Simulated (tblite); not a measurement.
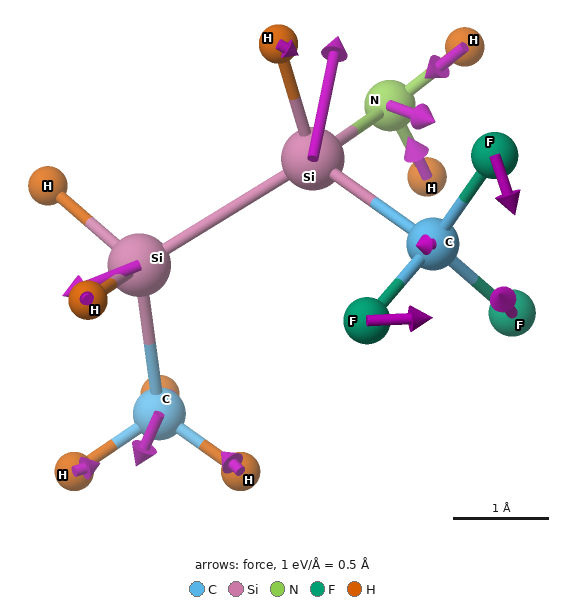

Starting geometry of C2H8F3NSi2 with the computed forces as purple arrows. Style: ball-and-stick. Shown from a free direction.

Theory: tblite, GFN2-xTB geometry optimisation, gas phase. 

Question: Is this structure relaxed? If not, where do the atoms go?

Answer: It isn't relaxed: the largest force vector, on a Si atom, is 3.23 eV/Å. The final displacements follow the starting forces only in part (cosine between the two patterns 0.33). The energy falls by 19.2 kcal/mol in 165 geometry steps. An H atom moves most after the best rigid fit: 1.33 Å. Largest moves by element: H 1.33 Å, F 1.01 Å, N 0.20 Å, Si 0.17 Å, C 0.16 Å. Among the contacts that change: Si–Si 2.191 → 2.313 Å, C–Si 1.875 → 1.948 Å, N–Si 1.780 → 1.718 Å, H–N 1.050 → 1.009 Å. Among the angles between lasting bonds that change: Si–N–H 108.4° → 120.9°, Si–Si–H 107.2° → 119.1°, N–Si–H 106.3° → 115.0°. Groups turn about C–Si by about 40°. The run took 2.1 s on 1 thread of Arm Neoverse N1, on a shared host.
